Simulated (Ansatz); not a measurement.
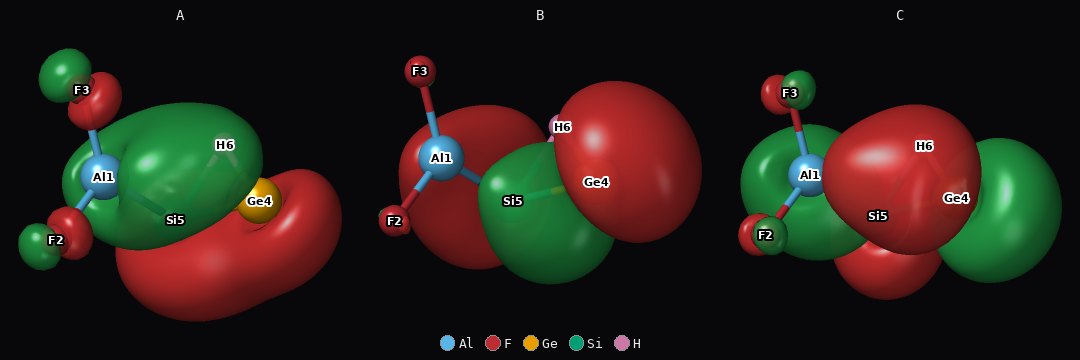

AlF2GeHSi. Three frontier orbitals at ±0.08 Å⁻³ᐟ² (green and red are the two phases), in no order.

Geometry: BLYP-D3(BJ)/def2-SVP.

Method: Ansatz 0.2.0, isolated molecule in a Gaussian basis; Kohn-Sham density functional theory, functional PBE0.

Input file:

```
crystal:
  periodic: [false, false, false]
  atoms:
    - symbol: Al
      position_ang: [-0.732526, -1.204809, 0.558275]
    - symbol: F
      position_ang: [-2.259940, -0.883808, -0.057322]
    - symbol: F
      position_ang: [-0.485363, -0.870261, 2.182869]
    - symbol: Ge
      position_ang: [0.492757, -3.699411, -0.275410]
    - symbol: Si
      position_ang: [1.061776, -1.605771, -1.091563]
    - symbol: H
      position_ang: [1.774533, -2.436827, 0.171207]
basis:
  gaussian: {orbitals: def2-TZVPD}
total_charge: 0
hamiltonian: {xc: pbe0}
output: {forces: true, orbitals: {seedname: orbitals}}
```

Run with:

```sh
ansatz run input.yaml --threads 1 --pin off --max-ram 2610MiB --events-out events.jsonl --progress --plain --runs-dir runs
```

### Order the three orbitals by energy and name them.

A is the HOMO−1 (−8.04 eV). It lies mainly on Si5 (about 45 %), Ge4 (about 30 %) and Al1 (about 20 %); π-bonding across Si5–Ge4. B is the HOMO (−6.58 eV). By Hirshfeld shares it lies mainly on Ge4 (about 50 %) and Si5 (about 45 %). C is the LUMO (−3.49 eV). Its weight (Hirshfeld) is mainly on Ge4 (about 45 %), Si5 (about 30 %) and Al1 (about 20 %); π-antibonding (π*) across Ge4–Si5.

### What is the HOMO–LUMO gap?

3.09 eV between the orbital energies.
